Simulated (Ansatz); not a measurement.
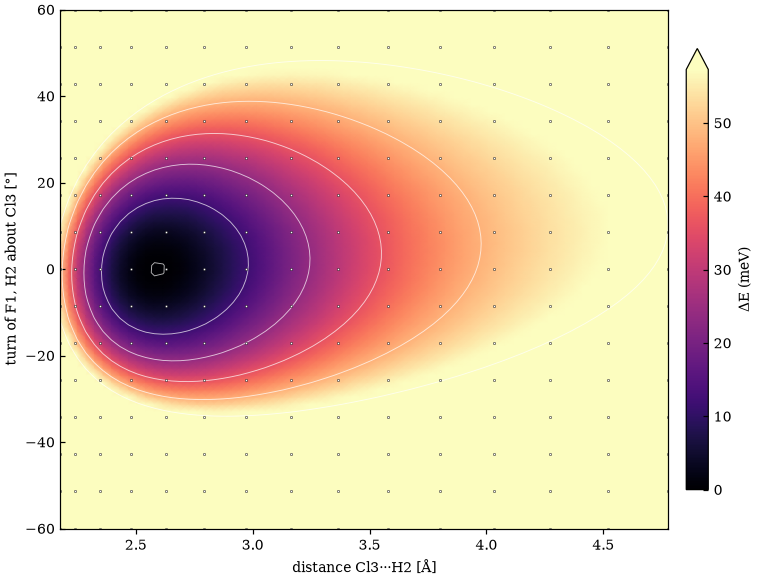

The pair FH···ClH. 
- The turn is about an axis along (−0.01, 1.00, 0.08) in the frame of the relaxed pair, normal to the line between the partners.
- Coordinates scanned: (1) distance Cl3···H2; (2) turn of F1, H2 about Cl3.
- Grid: 15 × 15 points.
- Energies are in meV, from the lowest grid point.
- The calculation used RHF/def2-TZVPD in Ansatz.

The picture shows a smooth colour map with a few white contour lines, dots at the grid points, one colour for all values above the top of the scale. Between grid points the surface is interpolated.

Q: Estimate the position of the minimum and the force constants in these coordinates.

A: The interpolated minimum is at distance Cl3···H2 ≈ 2.591 Å, turn of F1, H2 about Cl3 ≈ 0.0°. The curvatures there are about 0.29 eV/Å² and 0.34 eV/rad², with a cross term of about −0.02 eV/(Å·rad). Round the minimum the two coordinates are weakly coupled (coupling −0.06 in units of the two stiffnesses).
